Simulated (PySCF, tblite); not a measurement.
# C8H7BF2: excited states

What do calculations give for the excited states of C8H7BF2 (`FB(F)C=C1C=CC=CC=C1`)?

Programs: tblite 0.8.0 and PySCF 2.14.0, with routines of our own; each step states its level. All values are computed. Atoms count from 0.

## 1. The starting structure

18 atoms, charge 0, multiplicity 1; geometry from: force field or distance geometry start.

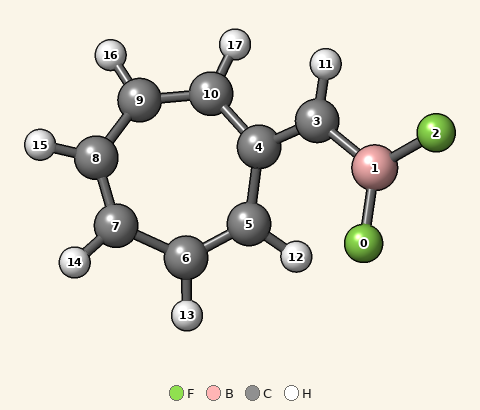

The starting geometry (fluorine green, boron pink, carbon grey, hydrogen white).

## 2. Geometry optimisation with GFN2-xTB

The job: settings as JSON, then the geometry in Å.

```
{"job": {"kind": "relax", "xc": "GFN2-xTB", "basis": "xTB"}, "charge": 0, "multiplicity": 1}
F      2.449000    -1.129800     2.006900
B      2.952900    -0.477400     0.812500
F      4.378000    -0.183600     0.758800
C      1.998500     0.111900    -0.292000
C      0.671800    -0.113400    -0.371200
C     -0.012000    -1.132100     0.443100
C     -1.241400    -1.013900     0.931800
C     -2.113400     0.163400     0.811100
C     -2.142200     1.024100    -0.207800
C     -1.302700     1.003800    -1.408800
C     -0.053800     0.536400    -1.487600
H      2.473900     0.769500    -0.988800
H      0.534800    -2.031700     0.702900
H     -1.594700    -1.815500     1.572900
H     -2.883800     0.276900     1.572000
H     -2.930100     1.779800    -0.181000
H     -1.682900     1.530000    -2.277400
H      0.489400     0.707800    -2.409200
```

On the command line:

```bash
$ OMP_NUM_THREADS=1 python excited_run.py task.json out
```

This one command runs all jobs of the session in turn.

Output:

```text
step      E/eV     max force
  0    -854.18259    3.399
  1    -854.59376    2.282
  2    -854.78719    1.959
  3    -854.84845    0.573
  4    -854.87461    0.254
  5    -854.88565    0.246
  6    -854.89062    0.185
  7    -854.89416    0.103
  8    -854.89658    0.158
  9    -854.89868    0.138
 10    -854.90038    0.100
 11    -854.90172    0.079
 12    -854.90280    0.075
 13    -854.90409    0.079
 14    -854.90590    0.098
 15    -854.90822    0.138
 16    -854.91050    0.104
 17    -854.91233    0.088
 18    -854.91391    0.086
 19    -854.91550    0.088
 20    -854.91682    0.081
 21    -854.91772    0.082
 22    -854.91852    0.069
 23    -854.91967    0.079
 24    -854.92143    0.106
 25    -854.92379    0.146
 26    -854.92643    0.168
 27    -854.92908    0.138
 28    -854.93158    0.127
 29    -854.93356    0.102
 30    -854.93499    0.085
 31    -854.93621    0.081
 32    -854.93732    0.075
 33    -854.93820    0.061
 34    -854.93882    0.057
 35    -854.93946    0.061
 36    -854.94039    0.085
 37    -854.94187    0.123
 38    -854.94388    0.105
 39    -854.94597    0.096
 40    -854.94790    0.103
 41    -854.94991    0.105
 42    -854.95160    0.104
 43    -854.95301    0.073
 44    -854.95387    0.067
 45    -854.95454    0.054
 46    -854.95521    0.060
 47    -854.95597    0.058
 48    -854.95665    0.056
 49    -854.95725    0.060
 50    -854.95795    0.083
 51    -854.95901    0.103
 52    -854.96041    0.099
 53    -854.96175    0.075
 54    -854.96271    0.061
 55    -854.96346    0.064
 56    -854.96425    0.069
 57    -854.96516    0.070
 58    -854.96593    0.063
 59    -854.96646    0.053
 60    -854.96685    0.044
 61    -854.96733    0.048
 62    -854.96784    0.054
 63    -854.96835    0.059
 64    -854.96872    0.039
 65    -854.96900    0.036
 66    -854.96931    0.043
 67    -854.96974    0.050
 68    -854.97022    0.051
 69    -854.97067    0.042
 70    -854.97105    0.042
 71    -854.97140    0.043
 72    -854.97165    0.038
 73    -854.97187    0.030
 74    -854.97207    0.035
 75    -854.97238    0.055
 76    -854.97282    0.066
 77    -854.97347    0.060
 78    -854.97414    0.058
 79    -854.97464    0.053
 80    -854.97483    0.058
 81    -854.97520    0.046
 82    -854.97541    0.034
 83    -854.97564    0.028
 84    -854.97583    0.024
 85    -854.97597    0.034
 86    -854.97606    0.017
 87    -854.97613    0.015
 88    -854.97618    0.013
 89    -854.97622    0.012
 90    -854.97626    0.015
 91    -854.97632    0.019
 92    -854.97645    0.023
 93    -854.97658    0.021
 94    -854.97667    0.022
 95    -854.97674    0.023
 96    -854.97682    0.025
 97    -854.97693    0.026
 98    -854.97706    0.024
 99    -854.97715    0.026
100    -854.97724    0.029
101    -854.97731    0.016
102    -854.97737    0.014
103    -854.97740    0.014
104    -854.97742    0.007
```

It took 0.79 s on 1 thread of Arm Neoverse V1, shared host.

The steps of the relaxation: (not every step is listed)

```tsv
step	energy from step 0 (eV)	largest force (eV/Å)
0	0.0000	3.3985
1	-0.4112	2.2817
2	-0.6046	1.9587
3	-0.6659	0.5731
4	-0.6920	0.2541
5	-0.7031	0.2459
6	-0.7080	0.1849
7	-0.7116	0.1030
8	-0.7140	0.1584
17	-0.7297	0.0881
26	-0.7438	0.1679
35	-0.7569	0.0614
44	-0.7713	0.0667
53	-0.7792	0.0753
62	-0.7853	0.0540
71	-0.7888	0.0428
80	-0.7922	0.0578
89	-0.7936	0.0122
98	-0.7945	0.0237
99	-0.7946	0.0257
100	-0.7947	0.0292
101	-0.7947	0.0162
102	-0.7948	0.0137
103	-0.7948	0.0136
104	-0.7948	0.0073
```

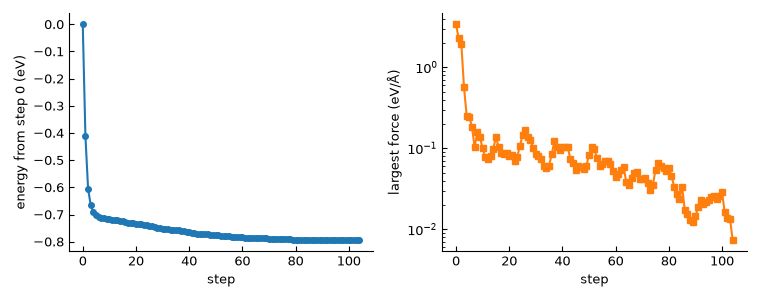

Energy and largest force along the relaxation.

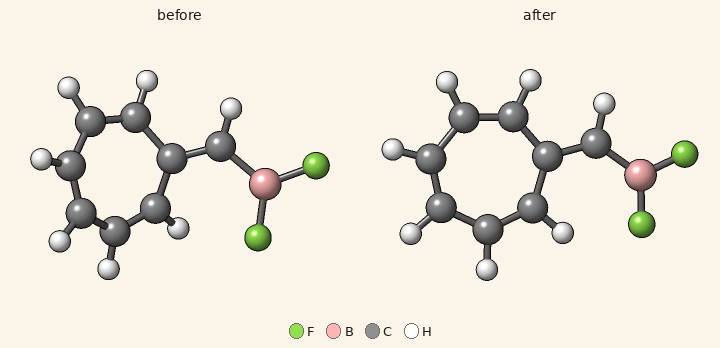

Before and after, at one scale.

Distances of close pairs at the start and the end, largest changes first:

```tsv
bond	before (Å)	after (Å)	change (Å)
B1–F2	1.456	1.331	-0.125
F0–B1	1.451	1.333	-0.118
B1–C3	1.574	1.521	-0.053
C6–C7	1.470	1.427	-0.043
C8–C9	1.465	1.427	-0.039
C4–C10	1.482	1.446	-0.036
C4–C5	1.473	1.444	-0.029
C3–C4	1.348	1.373	+0.025
```

The next job starts from the end point, and lists it.

## 3. Infrared spectrum with GFN2-xTB

The job: settings as JSON, then the geometry in Å.

```
{"job": {"kind": "ir", "xc": "GFN2-xTB", "basis": "xTB"}, "charge": 0, "multiplicity": 1}
F      2.861226    -1.620001     1.550865
B      3.100978    -0.834564     0.500823
F      4.395450    -0.787231     0.192866
C      2.086746    -0.048965    -0.316927
C      0.723011     0.053281    -0.192031
C      0.039429    -0.651788     0.865999
C     -1.273138    -0.714813     1.181440
C     -2.397636    -0.099035     0.554785
C     -2.405166     0.722342    -0.519902
C     -1.288116     1.171159    -1.285585
C      0.024862     0.886478    -1.145440
H      2.527432     0.514430    -1.131713
H      0.702088    -1.219694     1.502275
H     -1.525638    -1.325200     2.040150
H     -3.354183    -0.327540     1.007836
H     -3.365514     1.096048    -0.852528
H     -1.548489     1.837577    -2.099709
H      0.687897     1.353836    -1.864859
```

Output:

```text
mode    cm-1     km/mol
  1      18.2      0.50
  2      50.6      0.19
  3     124.0      0.24
  4     128.9      0.84
  5     225.5      0.15
  6     269.0      0.18
  7     286.1      5.18
  8     317.9      1.89
  9     420.4      3.64
 10     432.1      2.56
 11     512.3     73.11
 12     526.4     10.96
 13     531.7     14.37
 14     545.5     17.03
 15     729.3      0.12
 16     752.8     22.27
 17     800.4     22.12
 18     828.8      1.94
 19     846.5     21.11
 20     851.0     16.98
 21     858.3     18.01
 22     879.6      5.90
 23     934.8      0.01
 24     938.9      0.01
 25     958.0      0.03
 26     989.2      1.06
 27    1057.5      1.11
 28    1167.8    234.20
 29    1230.6    155.33
 30    1255.4    326.63
 31    1271.4    318.58
 32    1279.8    168.75
 33    1305.8     59.42
 34    1348.6      1.46
 35    1378.6      5.28
 36    1411.9    108.09
 37    1446.3      4.09
 38    1532.4    588.72
 39    1565.5     10.69
 40    1597.3      1.97
 41    1643.6      9.53
 42    3036.8      2.24
 43    3046.8      1.33
 44    3048.2      9.27
 45    3051.1     33.26
 46    3056.4     74.69
 47    3067.9     40.49
 48    3112.6      2.72
```

Wall time 0.71 s (1 thread of Arm Neoverse V1, shared host).

The strongest bands and the atoms that carry them (share of the mass-weighted mode):

```tsv
cm⁻¹	km/mol	atoms
1168	234.2	B1 37 %, H11 26 %, F2 13 %
1231	155.3	B1 30 %, C4 18 %, H13 11 %, H11 11 %
1255	326.6	B1 25 %, H14 25 %, H15 14 %
1271	318.6	B1 30 %, H15 25 %, H14 17 %
1280	168.8	H17 29 %, H16 26 %, B1 15 %
1412	108.1	H17 24 %, H11 12 %
1532	588.7	C4 42 %, C3 36 %
3056	74.7	H14 21 %, H16 21 %, H13 20 %, H15 19 %
```

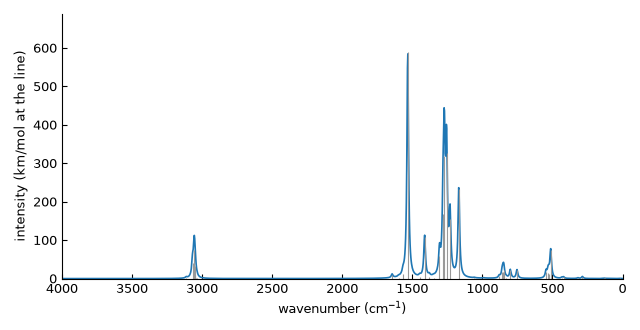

The infrared spectrum from these modes, unscaled. Lines are broadened to a width of 14 cm⁻¹ (Lorentzian).

## 4. Excited states: TDA B3LYP/def2-SVP

The job, as its differences from that of step 3:

```diff
@@ -1,2 +1,2 @@
-{"job": {"kind": "ir", "xc": "GFN2-xTB", "basis": "xTB"}, "charge": 0, "multiplicity": 1}
+{"job": {"kind": "states", "xc": "B3LYP", "basis": "def2-SVP", "tda": true, "soc": true, "nstates": 8, "ntriplets": 5, "nquad": 4}, "charge": 0, "multiplicity": 1}
 F      2.861226    -1.620001     1.550865
```

With the program's defaults for keys left out, this is: TDA B3LYP/def2-SVP excited states, vertical, gas phase, spin-orbit mean-field couplings.

Output:

```text
coarse grid: 16288 points
cycle   1  E = -533.0970002689  dE =  1.615e+00  |g| = 7.330e-01  |ddm| = 5.500e+00
cycle   2  E = -533.0195190408  dE =  7.748e-02  |g| = 1.013e+00  |ddm| = 1.722e+00
cycle   3  E = -533.2002792583  dE = -1.808e-01  |g| = 1.196e-01  |ddm| = 1.017e+00
cycle   4  E = -533.2032400927  dE = -2.961e-03  |g| = 6.558e-02  |ddm| = 2.226e-01
cycle   5  E = -533.2044025422  dE = -1.162e-03  |g| = 2.808e-02  |ddm| = 1.107e-01
cycle   6  E = -533.2046225790  dE = -2.200e-04  |g| = 4.298e-03  |ddm| = 3.704e-02
cycle   7  E = -533.2046260793  dE = -3.500e-06  |g| = 2.451e-03  |ddm| = 8.387e-03
final grid: 161688 points
cycle   8  E = -533.2938341849  dE = -6.021e-05  |g| = 7.671e-03  |ddm| = 4.830e-02
cycle   9  E = -533.2938068589  dE =  2.733e-05  |g| = 1.259e-02  |ddm| = 2.425e-02
cycle  10  E = -533.2938495391  dE = -4.268e-05  |g| = 1.925e-03  |ddm| = 1.637e-02
cycle  11  E = -533.2938505101  dE = -9.710e-07  |g| = 3.230e-04  |ddm| = 2.249e-03
cycle  12  E = -533.2938505183  dE = -8.165e-09  |g| = 2.717e-04  |ddm| = 7.235e-04
cycle  13  E = -533.2938505406  dE = -2.230e-08  |g| = 4.422e-05  |ddm| = 3.602e-04
cycle  14  E = -533.2938505410  dE = -4.597e-10  |g| = 1.820e-05  |ddm| = 6.564e-05
converged SCF energy = -533.2938505410

Singlet excitations
state   eV       nm        f     d(h-e)  d(exc)  Lambda  PR(NTO)  |dmu|/D   mu/D   main configurations
  1   2.8121   440.9   0.01702   1.725   3.489   0.656   1.017    3.178    1.668   H->L 0.96
  2   4.3381   285.8   0.55131   0.544   3.396   0.807   1.447    1.258    5.776   H->L+1 0.78, H-1->L 0.16
  3   5.8455   212.1   0.00056   1.289   3.333   0.404   1.011    2.361    2.168   H-3->L 0.87, H-4->L 0.11
  4   5.8698   211.2   0.00377   0.929   3.256   0.652   1.987    1.966    6.464   H-1->L+1 0.56, H-2->L 0.40
  5   6.0465   205.1   0.01297   2.176   4.413   0.345   1.032                     H->L+2 0.97
  6   6.0776   204.0   0.91723   0.292   3.058   0.788   2.180                     H-1->L 0.53, H->L+3 0.23, H->L+1 0.12
  7   6.2884   197.2   0.00070   0.681   3.330   0.507   1.165                     H-3->L+1 0.91
  8   6.3511   195.2   0.00088   1.545   3.711   0.456   1.174                     H-4->L 0.79, H-3->L 0.09

Triplet excitations (Tamm-Dancoff)
state   eV     d(h-e)  d(exc)  Lambda  PR(NTO)   main configurations
  1   1.8860   1.055   3.211   0.656   1.034   H->L 0.96
  2   2.2864   0.166   3.254   0.811   1.030   H->L+1 0.97
  3   4.1516   0.033   2.611   0.827   1.128   H-1->L 0.93
  4   4.7971   0.412   2.805   0.732   1.138   H-2->L 0.89
  5   5.0055   0.769   3.185   0.605   1.187   H-1->L+1 0.90
S1 - T1 = 0.9261 eV

Spin-orbit couplings |<S|Hso|T>| (cm-1)
             T1       T2       T3       T4       T5
S0        0.062    0.040    0.010    0.056    0.069
S1        0.004    0.032    0.046    0.013    0.009
S2        0.050    0.013    0.005    0.017    0.048
S3        4.786    0.194    0.123    2.996    1.285
S4        0.194    0.041    0.017    0.120    0.048
S5        0.612    1.239    0.352    0.113    0.075
S6        0.091    0.155    0.037    0.028    0.018
S7        1.019    6.316    0.769    0.844    0.289
S8        3.727    1.590    1.025    2.967    1.318
T1 sublevels (cm-1): 0.000 0.001 0.001   radiative rates (1/s): 0.000139 2.92e-05 0.000864
```

Wall time 52 s (1 thread of Arm Neoverse V1, shared host); peak memory 0.9 GiB.

From this job:

```tsv
quantity	value
S1 less T1	0.93 eV
```

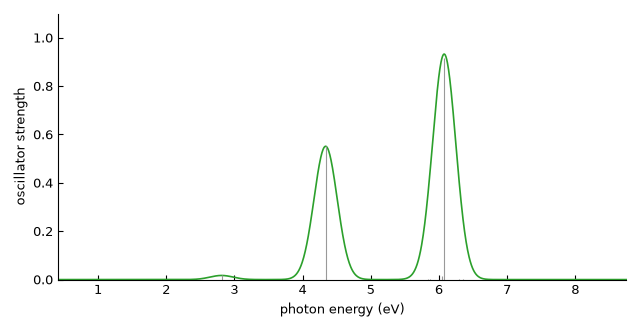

Absorption lines of the singlets. Lines are broadened to a width of 0.40 eV (Gaussian).

The fields below are evaluated on a grid from the run's orbitals.

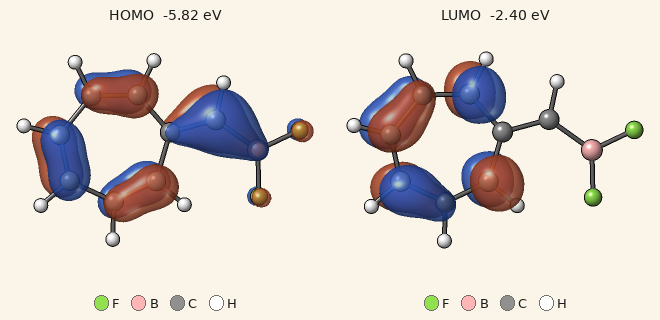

Frontier orbitals at B3LYP/def2-SVP; each surface holds 70 % of the orbital's density, blue and red mark the sign.

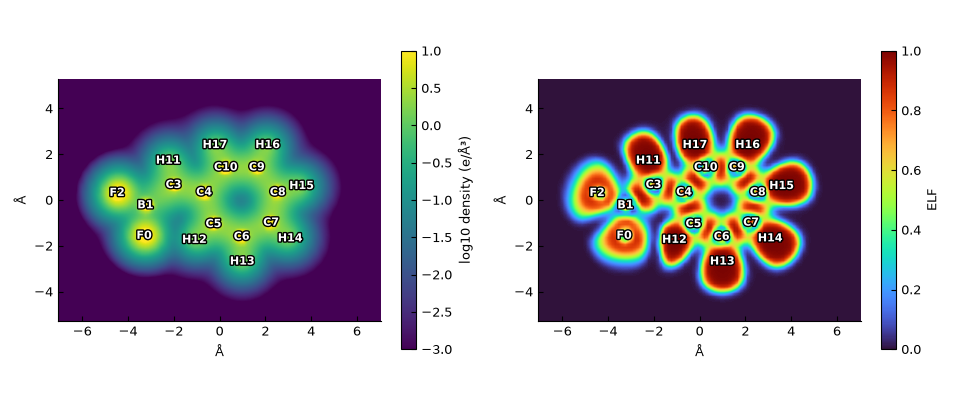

Density (left) and ELF (right) in a plane through or near 18 of the atoms.

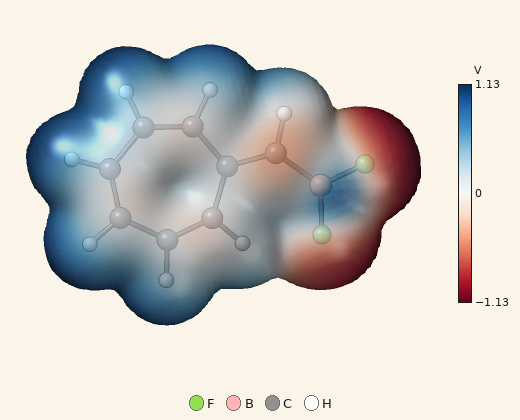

The potential that a unit positive charge feels on the 0.002 e/bohr³ surface, from -1.13 V near F2 to 1.07 V near H15.

## 5. Outcome

```
                                                                  quantity                  value
                                 strongest single infrared mode (GFN2-xTB)  1532 cm⁻¹, 589 km/mol
                                              zero-point energy (GFN2-xTB)          81.0 kcal/mol
                                   S1 less T1 (step 4, TDA B3LYP/def2-SVP)                0.93 eV
potential on the surface of density 0.002 e/bohr³, 1st and 99th percentile     -1.13 V and 1.07 V
```

**Reading.** No mode is imaginary among the 48: a minimum at this level. The strongest single mode, at 1532 cm⁻¹, moves mainly C4 and C3. Unscaled tight-binding wavenumbers are off by several per cent, some by more. Its intensities can rank the bands wrongly. In step 4, the number of triplets below S1 is 2, and the largest singlet-triplet spin-orbit coupling is S7–T2, 6.32 cm⁻¹. At B3LYP/def2-SVP, counted by nearest atom on the grid, the HOMO lies on C3 30 %; 4 C atoms about 9 % each, the LUMO on C5, C7, C10 about 18 % each; C8 15 %.
